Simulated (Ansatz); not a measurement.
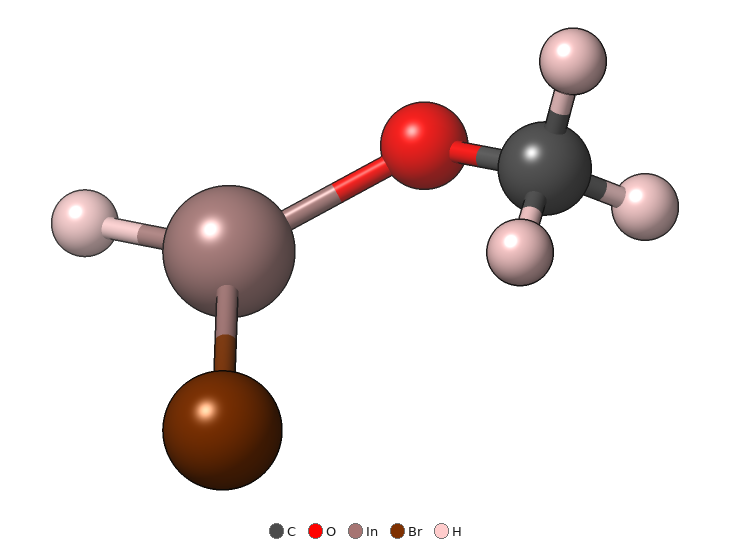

The picture shows a molecular structure as a ball-and-stick model. Every bond is drawn as one stick, whatever its order.

Identify the structure.

The molecule is CH4BrInO. As SMILES it reads `C[O][InH][Br]`. This geometry has Cs symmetry. Coordination: 1 C tetrahedral; 1 O bent; 1 In trigonal planar.

More results for the same structure follow; atom numbers are the same in all pictures, views and colours differ. Computed geometry: PBE0-D4/def2-TZVP optimisation.

## Shape

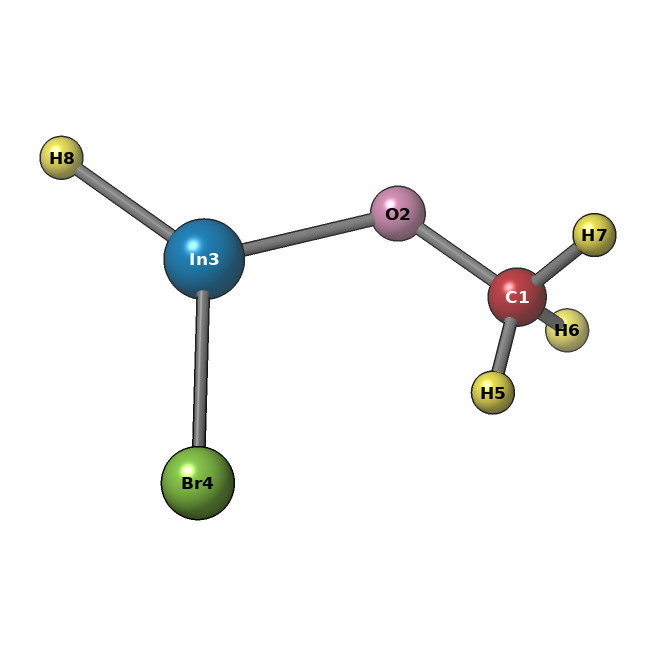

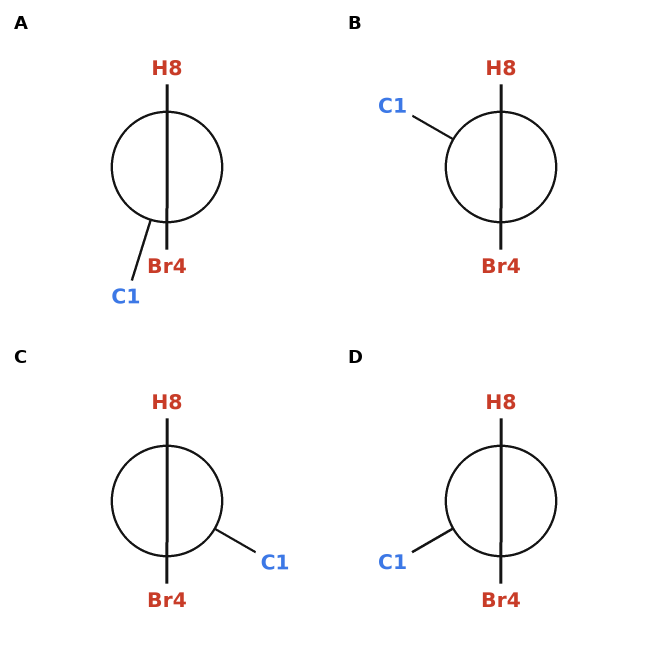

Distant atoms are faded towards the background colour. Bonds that would overlap in a projection are set slightly apart.

Which Newman projection shows the view along In3–O2, with In3 in front?

A. The torsion angle Br4–In3–O2–C1 is 0°, synperiplanar (eclipsed).

## Electronic properties

Method: RKS HSE06 (plane-wave form)-D4/def2-TZVPP, core potentials on In (Ansatz 0.2.0).

Computed properties:

- HOMO energy (Kohn–Sham orbital): −7.35 eV
- LUMO energy (Kohn–Sham orbital): −1.90 eV
- HOMO–LUMO gap: 5.44 eV
- dispersion correction: −12.9 kJ/mol

## Charges

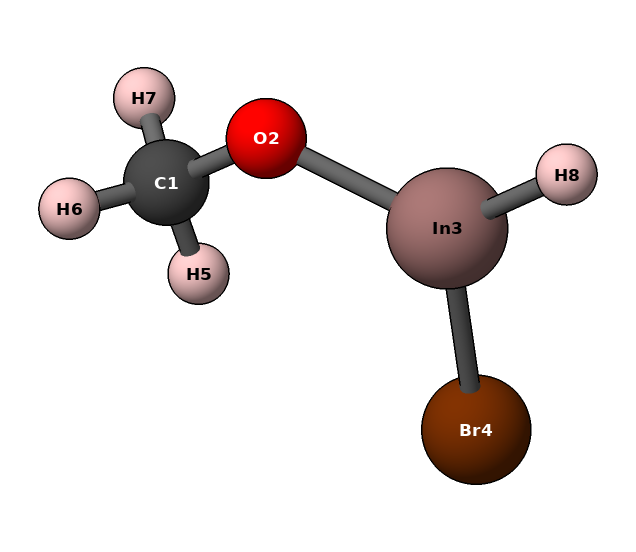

The questions are on Mulliken charges. Properties computed with RKS r2SCAN-D4/def2-TZVPP, core potentials on In (Ansatz 0.2.0).

Which atom carries the highest charge (most positive or least negative)?

In3 (0.76 e).

And the lowest?

O2 (−0.51 e).

List the Mulliken charges.

```
atom  value (e)
  C1       0.04
  O2      −0.51
 In3       0.76
 Br4      −0.38
  H5       0.05
  H6       0.05
  H7       0.05
  H8      −0.07
```

## Vibrations

Harmonic vibrations computed with RKS PBE0-D4/def2-TZVP, core potentials on In (Ansatz 0.2.0) at a stationary point of the same level.

How many vibrational modes are there, and where do they lie?

18 modes: 67, 86, 114, 235, 254, 389, 438, 547, 1118, 1174, 1198, 1476, 1492, 1496, 1913, 2998, 3063, 3067 cm⁻¹.

Mulliken values depend strongly on the basis set and can even reverse the polarity of a bond.
